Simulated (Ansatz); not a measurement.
Run report: CH5AlN2O, nudged elastic band (part 1 of 2)

The run: nudged elastic band of CH5AlN2O. Method and program: RHF/6-31G* (Ansatz 0.2.0).

It belongs to a series of runs on one base structure; here: band between the two ends. Figures and captions count atoms from 1; the log counts them from 0 in places.

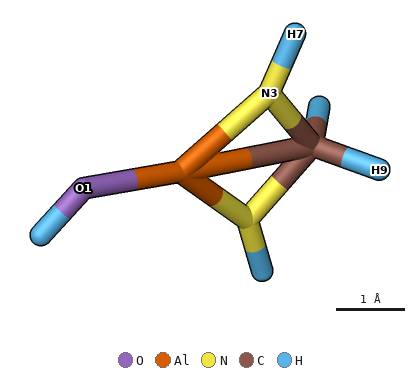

Fig. 1: The input geometry (stick view, seen at a tilt; atoms are numbered from 1 in the order of the input). Sticks mark near contacts. Bond lengths as drawn: Al–C 2.31 Å, Al–N 1.76 to 1.77 Å, Al–O 1.68 Å, C–H 1.09 Å, C–N 1.47 Å, H–N 0.99 Å and H–O 0.94 Å.

### Results in brief

```tsv
quantity	value
outcome	converged
barrier, forward	0.034 eV
barrier, backward	0.034 eV
hardware	1 thread of Arm Neoverse V1, 24 GiB of memory available, shared host
wall time	8.4 min
peak memory	0.16 GiB
```

### Remarks

The order of the saddle point was not checked.

### Input
```yaml
crystal:
  periodic: [false, false, false]
  atoms:
    - { symbol: O, position_ang: [0.937402, -0.16694, -2.550789] }
    - { symbol: Al, position_ang: [0.383971, -0.075511, -0.966122] }
    - { symbol: "N", position_ang: [0.91476, -0.510142, 0.657651] }
    - { symbol: C, position_ang: [-0.328819, 0.022148, 1.224217] }
    - { symbol: "N", position_ang: [-0.99166, 0.475754, -0.004185] }
    - { symbol: H, position_ang: [0.510341, 0.107288, -3.345191] }
    - { symbol: H, position_ang: [1.549271, -0.98554, 1.253106] }
    - { symbol: H, position_ang: [-0.904703, -0.743912, 1.743123] }
    - { symbol: H, position_ang: [-0.147436, 0.842277, 1.918657] }
    - { symbol: H, position_ang: [-1.840027, 0.983577, 0.072533] }
basis:
  gaussian: { orbitals: "6-31G*" }
hamiltonian:
  xc: hf
neb:
  order_check: false
  images: 9
  f_tol: 0.05
  max_iterations: 57
  final_atoms:
    - { symbol: O, position_ang: [0.50441728, 0.05579856, -2.67420093] }
    - { symbol: Al, position_ang: [0.17737509, 0.02995333, -1.02535025] }
    - { symbol: "N", position_ang: [0.85145596, -0.50641284, 0.51692911] }
    - { symbol: C, position_ang: [-0.32041197, 0.01984979, 1.22650741] }
    - { symbol: "N", position_ang: [-1.08137458, 0.55308651, 0.09203078] }
    - { symbol: H, position_ang: [1.25438502, -0.28205478, -3.13467106] }
    - { symbol: H, position_ang: [1.57221803, -0.94000827, 1.04206108] }
    - { symbol: H, position_ang: [-0.86477536, -0.76150187, 1.75633777] }
    - { symbol: H, position_ang: [-0.05223561, 0.79561251, 1.94333524] }
    - { symbol: H, position_ang: [-1.95795386, 0.98467605, 0.26002084] }
  initial_path:
    images:
      - { positions_ang: [[0.937402, -0.16694, -2.550789], [0.383971, -0.075511, -0.966122], [0.91476, -0.510142, 0.657651], [-0.328819, 0.022148, 1.224217], [-0.99166, 0.475754, -0.004185], [0.510341, 0.107288, -3.345191], [1.549271, -0.98554, 1.253106], [-0.904703, -0.743912, 1.743123], [-0.147436, 0.842277, 1.918657], [-1.840027, 0.983577, 0.072533]] }
      - { positions_ang: [[0.96599999, -0.16074305, -2.5731802], [0.39003782, -0.0700465, -0.96382252], [0.92790026, -0.44445157, 0.68873566], [-0.32337213, 0.02252567, 1.23454851], [-1.02594128, 0.41133275, 0.00225521], [0.47923627, 0.09621449, -3.32374518], [1.50061548, -1.02432038, 1.1975196], [-0.86381681, -0.76513728, 1.76432277], [-0.20649606, 0.86299569, 1.9257105], [-1.76106355, 1.02062918, 0.05065565]] }
      - { positions_ang: [[0.99459797, -0.15454611, -2.59557139], [0.39610465, -0.06458201, -0.96152304], [0.94104053, -0.37876114, 0.71982031], [-0.31792527, 0.02290334, 1.24488002], [-1.06022257, 0.34691151, 0.00869541], [0.44813155, 0.08514099, -3.30229936], [1.45195996, -1.06310076, 1.1419332], [-0.82293062, -0.78636256, 1.78552254], [-0.26555611, 0.88371438, 1.932764], [-1.68210009, 1.05768137, 0.02877831]] }
      - { positions_ang: [[1.02319596, -0.14834916, -2.61796259], [0.40217147, -0.05911751, -0.95922356], [0.95418079, -0.31307071, 0.75090497], [-0.3124784, 0.02328101, 1.25521153], [-1.09450385, 0.28249026, 0.01513562], [0.41702682, 0.07406748, -3.28085354], [1.40330444, -1.10188114, 1.0863468], [-0.78204443, -0.80758784, 1.80672231], [-0.32461617, 0.90443307, 1.93981751], [-1.60313664, 1.09473355, 0.00690096]] }
      - { positions_ang: [[1.05179395, -0.14215222, -2.64035378], [0.4082383, -0.05365302, -0.95692408], [0.96732106, -0.24738028, 0.78198962], [-0.30703153, 0.02365868, 1.26554304], [-1.12878514, 0.21806901, 0.02157582], [0.38592209, 0.06299397, -3.25940772], [1.35464893, -1.14066152, 1.03076041], [-0.74115823, -0.82881311, 1.82792208], [-0.38367623, 0.92515176, 1.94687101], [-1.52417319, 1.13178573, -0.01497639]] }
      - { positions_ang: [[1.08039194, -0.13595527, -2.66274498], [0.41430512, -0.04818852, -0.9546246], [0.98046132, -0.18168985, 0.81307428], [-0.30158467, 0.02403635, 1.27587455], [-1.16306642, 0.15364776, 0.02801603], [0.35481737, 0.05192047, -3.2379619], [1.30599341, -1.1794419, 0.97517401], [-0.70027204, -0.85003839, 1.84912184], [-0.44273628, 0.94587045, 1.95392451], [-1.44520974, 1.16883792, -0.03685374]] }
      - { positions_ang: [[0.965197, -0.09760451, -2.66503617], [0.36691911, -0.03256015, -0.96876973], [0.95466025, -0.24663445, 0.75384524], [-0.30535013, 0.02319904, 1.26600112], [-1.14672805, 0.23353551, 0.04081898], [0.5347309, -0.01487458, -3.21730373], [1.35923833, -1.13155518, 0.98855142], [-0.73317271, -0.83233109, 1.83056503], [-0.36463615, 0.91581886, 1.95180666], [-1.54775856, 1.13200554, 0.02252118]] }
      - { positions_ang: [[0.85000207, -0.05925374, -2.66732736], [0.31953311, -0.01693178, -0.98291486], [0.92885918, -0.31157905, 0.69461621], [-0.30911559, 0.02236173, 1.25612769], [-1.13038968, 0.31342326, 0.05362193], [0.71464443, -0.08166963, -3.19664556], [1.41248326, -1.08366845, 1.00192884], [-0.76607337, -0.81462378, 1.81200821], [-0.28653602, 0.88576727, 1.9496888], [-1.65030738, 1.09517317, 0.0818961]] }
      - { positions_ang: [[0.73480714, -0.02090297, -2.66961855], [0.2721471, -0.00130341, -0.99705999], [0.90305811, -0.37652364, 0.63538718], [-0.31288105, 0.02152442, 1.24625426], [-1.11405131, 0.39331101, 0.06642488], [0.89455796, -0.14846468, -3.17598739], [1.46572818, -1.03578172, 1.01530625], [-0.79897403, -0.79691648, 1.7934514], [-0.20843588, 0.85571568, 1.94757095], [-1.75285621, 1.0583408, 0.14127101]] }
      - { positions_ang: [[0.61961221, 0.01744779, -2.67190974], [0.22476109, 0.01432496, -1.01120512], [0.87725703, -0.44146824, 0.57615814], [-0.31664651, 0.0206871, 1.23638083], [-1.09771294, 0.47319876, 0.07922783], [1.07447149, -0.21525973, -3.15532923], [1.51897311, -0.987895, 1.02868367], [-0.8318747, -0.77920917, 1.77489459], [-0.13033575, 0.8256641, 1.94545309], [-1.85540503, 1.02150843, 0.20064593]] }
      - { positions_ang: [[0.50441728, 0.05579856, -2.67420093], [0.17737509, 0.02995333, -1.02535025], [0.85145596, -0.50641284, 0.51692911], [-0.32041197, 0.01984979, 1.22650741], [-1.08137458, 0.55308651, 0.09203078], [1.25438502, -0.28205478, -3.13467106], [1.57221803, -0.94000827, 1.04206108], [-0.86477536, -0.76150187, 1.75633777], [-0.05223561, 0.79561251, 1.94333524], [-1.95795386, 0.98467605, 0.26002084]] }
```

Launched with:
```bash
ansatz run input.yaml --threads 1 --pin off --max-ram 2048MiB --backend cpu --events-out ev --progress --plain --runs-dir out
```

### Output
```
Engine: ansatz 0.2.0, aarch64-unknown-linux-gnu
Functional definition: HF
  exchange = exact_x
  correlation = 0
962 factors; integrals over basis functions are off by at most 3.0e-4 eV
mean field evaluation 1: about -12689.0852 eV, gradient 5.1e1 eV
mean field evaluation 2: about -12689.1562 eV, gradient 5.1e1 eV
mean field evaluation 4: about -12694.2554 eV, gradient 3.2e0 eV
mean field evaluation 8: about -12694.2972 eV, gradient 2.4e-1 eV
mean field -12694.29744243 eV, -466.5068265055 hartree, gradient 2.7e-5 eV, S^2 0.000000; 0 other end points of the search recorded, 0 dependent functions left out
the calculation of the forces begins
reference -12694.29744243 eV, -466.5068265055 hartree; 23, 23 occupied and 66, 66 virtual orbitals, 962 factors
962 factors; integrals over basis functions are off by at most 3.5e-4 eV
mean field evaluation 16: about -12694.2555 eV, gradient 3.2e0 eV
mean field -12694.29744806 eV, -466.5068267125 hartree, gradient 2.6e-5 eV, S^2 0.000000; 0 other end points of the search recorded, 0 dependent functions left out
[... from here on the field's lines of each further geometry are left out, up to the last ...]
NEB iter   1: max|band force component| = 1.209e2 eV/Å  barrier→ = 14.9825 eV  barrier← = 14.9825 eV  Δτ_max = 0.1963 Å  (384 SCF iters)
NEB iter   2: max|band force component| = 2.848e1 eV/Å  barrier→ = 4.4878 eV  barrier← = 4.4878 eV  Δτ_max = 0.1927 Å  (306 SCF iters)
NEB iter   3: max|band force component| = 1.643e1 eV/Å  barrier→ = 1.3687 eV  barrier← = 1.3687 eV  Δτ_max = 0.1920 Å  (295 SCF iters)
NEB iter   4: max|band force component| = 8.908e0 eV/Å  barrier→ = 0.6439 eV  barrier← = 0.6439 eV  Δτ_max = 0.1914 Å  (289 SCF iters)
NEB iter   5: max|band force component| = 2.291e0 eV/Å  barrier→ = 0.3008 eV  barrier← = 0.3008 eV  Δτ_max = 0.2000 Å  (287 SCF iters)
NEB iter   6: max|band force component| = 4.912e0 eV/Å  barrier→ = 0.4311 eV  barrier← = 0.4311 eV  Δτ_max = 0.1051 Å  (285 SCF iters)
NEB iter   7: max|band force component| = 1.793e0 eV/Å  barrier→ = 0.1930 eV  barrier← = 0.1930 eV  Δτ_max = 0.0998 Å  (295 SCF iters)
NEB iter   8: max|band force component| = 1.433e0 eV/Å  barrier→ = 0.1196 eV  barrier← = 0.1197 eV  Δτ_max = 0.1014 Å  (292 SCF iters)
NEB iter   9: max|band force component| = 1.333e0 eV/Å  barrier→ = 0.0913 eV  barrier← = 0.0913 eV  Δτ_max = 0.0507 Å  (291 SCF iters)
NEB iter  10: max|band force component| = 4.867e-1 eV/Å  barrier→ = 0.0846 eV  barrier← = 0.0846 eV  CI = image 4  Δτ_max = 0.0982 Å  (293 SCF iters)
NEB iter  11: max|band force component| = 1.032e0 eV/Å  barrier→ = 0.1039 eV  barrier← = 0.1039 eV  CI = image 3  Δτ_max = 0.0502 Å  (292 SCF iters)
NEB iter  12: max|band force component| = 2.883e-1 eV/Å  barrier→ = 0.0801 eV  barrier← = 0.0801 eV  CI = image 4  Δτ_max = 0.1023 Å  (295 SCF iters)
NEB iter  13: max|band force component| = 6.844e-1 eV/Å  barrier→ = 0.0794 eV  barrier← = 0.0794 eV  CI = image 4  Δτ_max = 0.0502 Å  (291 SCF iters)
NEB iter  14: max|band force component| = 4.780e-1 eV/Å  barrier→ = 0.0732 eV  barrier← = 0.0732 eV  CI = image 4  Δτ_max = 0.0507 Å  (294 SCF iters)
NEB iter  15: max|band force component| = 2.122e-1 eV/Å  barrier→ = 0.0708 eV  barrier← = 0.0708 eV  CI = image 4  Δτ_max = 0.0502 Å  (295 SCF iters)
NEB iter  16: max|band force component| = 1.946e-1 eV/Å  barrier→ = 0.0661 eV  barrier← = 0.0661 eV  CI = image 4  Δτ_max = 0.0504 Å  (296 SCF iters)
NEB iter  17: max|band force component| = 1.499e-1 eV/Å  barrier→ = 0.0596 eV  barrier← = 0.0596 eV  CI = image 4  Δτ_max = 0.0503 Å  (290 SCF iters)
NEB iter  18: max|band force component| = 3.152e-1 eV/Å  barrier→ = 0.0519 eV  barrier← = 0.0519 eV  CI = image 4  Δτ_max = 0.0252 Å  (296 SCF iters)
NEB iter  19: max|band force component| = 1.624e-1 eV/Å  barrier→ = 0.0475 eV  barrier← = 0.0475 eV  CI = image 4  Δτ_max = 0.0251 Å  (275 SCF iters)
NEB iter  20: max|band force component| = 1.466e-1 eV/Å  barrier→ = 0.0439 eV  barrier← = 0.0439 eV  CI = image 4  Δτ_max = 0.0251 Å  (302 SCF iters)
NEB iter  21: max|band force component| = 1.352e-1 eV/Å  barrier→ = 0.0400 eV  barrier← = 0.0400 eV  CI = image 4  Δτ_max = 0.0250 Å  (293 SCF iters)
NEB iter  22: max|band force component| = 1.180e-1 eV/Å  barrier→ = 0.0369 eV  barrier← = 0.0369 eV  CI = image 4  Δτ_max = 0.0250 Å  (296 SCF iters)
NEB iter  23: max|band force component| = 1.581e-1 eV/Å  barrier→ = 0.0347 eV  barrier← = 0.0347 eV  CI = image 5  Δτ_max = 0.0501 Å  (296 SCF iters)
NEB iter  24: max|band force component| = 8.256e-2 eV/Å  barrier→ = 0.0348 eV  barrier← = 0.0348 eV  CI = image 5  Δτ_max = 0.0301 Å  (263 SCF iters)
NEB iter  25: max|band force component| = 7.480e-2 eV/Å  barrier→ = 0.0348 eV  barrier← = 0.0348 eV  CI = image 5  Δτ_max = 0.0500 Å  (285 SCF iters)
NEB iter  26: max|band force component| = 9.611e-2 eV/Å  barrier→ = 0.0347 eV  barrier← = 0.0347 eV  CI = image 5  Δτ_max = 0.0250 Å  (249 SCF iters)
NEB iter  27: max|band force component| = 1.557e-2 eV/Å  barrier→ = 0.0344 eV  barrier← = 0.0344 eV  CI = image 5  Δτ_max = 0.0122 Å  (240 SCF iters)
the calculation of the forces begins
reference -12694.29557857 eV, -466.5067580098 hartree; 23, 23 occupied and 66, 66 virtual orbitals, 962 factors
962 factors; integrals over basis functions are off by at most 3.4e-4 eV
mean field -12694.26321277 eV, -466.5055685885 hartree, gradient 2.1e-5 eV, S^2 0.000000; 1 other end points of the search recorded, 0 dependent functions left out
the calculation of the forces begins
reference -12694.26321277 eV, -466.5055685885 hartree; 23, 23 occupied and 66, 66 virtual orbitals, 962 factors
NEB iter  28: max|band force component| = 2.932e-2 eV/Å  barrier→ = 0.0342 eV  barrier← = 0.0342 eV  CI = image 5  Δτ_max = 0.0000 Å  (356 SCF iters)
```
